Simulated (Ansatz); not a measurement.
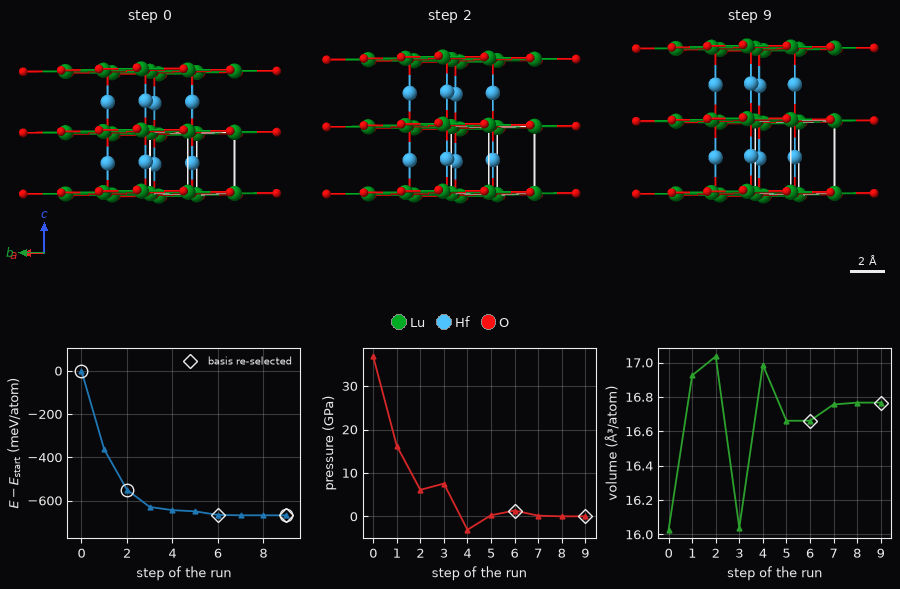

Frames of a relaxation of crystalline LuHfO (a generated structure, set up in P4/mmm) (coarse preliminary run), marked on the history of the run. A ball-and-stick model of the cell of the calculation, repeated 2 × 2 × 2 with one cell outlined, seen from a free direction.

These are results of Ansatz 0.2.0, DFT PBE, scalar-relativistic, plane waves, PAW, not measurements. Settings: plane-wave cutoff 420 eV; k-point mesh 6 × 6 × 6; occupations gaussian; smearing width 0.1 eV; no spin polarisation; cell and atoms relaxed; force threshold 0.04 eV/Å; at most 70 steps.

### Describe the path.

The energy falls by 668 meV per atom in 7 accepted moves (9 points after the start). All forces vanish by symmetry, so only the cell relaxes. The pressure goes from 36.82 to 0.02 GPa. At 2 points the geometry stayed and the basis and grid were re-selected for the new cell (energy shift of 16.8 meV per atom at most each time). The atoms keep their places relative to the cell (all moves are under 0.005 Å). Cell: a = b 3.614 → 3.391 Å (−6.2 %), c 3.681 → 4.374 Å (+18.8 %). Volume +4.6 %. Among the contacts that change: Hf–O 1.841 → 2.187 Å, Lu–Lu 3.614 → 3.391 Å, Hf–Hf 3.614 → 3.391 Å, Lu–O 2.556 → 2.398 Å. The space group stays P4/mmm (No. 123). From step 0 to 2: volume +6.3 %, energy −550 meV per atom. From step 2 to 9: volume −1.6 %, energy −119 meV per atom.
